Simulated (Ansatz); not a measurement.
Bands of a (8,0) BP nanotube, along its axis.

Method: PBE (plane waves to 420 eV, PAW; Ansatz, a first-principles code). Mesh 1×1×6. No spin polarisation. Isolated but for its images some 11 Å away. A hypothetical model, rolled from the flat sheet. Only distortions within the start's symmetry and period were free.

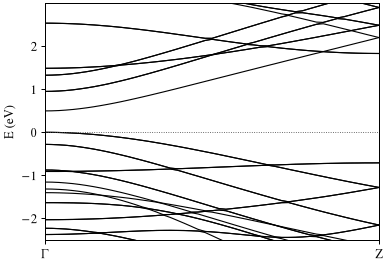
Fig. 1. Bands from the zone centre to the zone edge (period 5.56 Å); the dotted line marks the highest filled level

Is it a metal or a semiconductor at this level? Give what the bands show.

A semiconductor in PBE.
```
Property                 Value
--------  --------------------
PBE gap   0.50 eV, direct at Γ
```
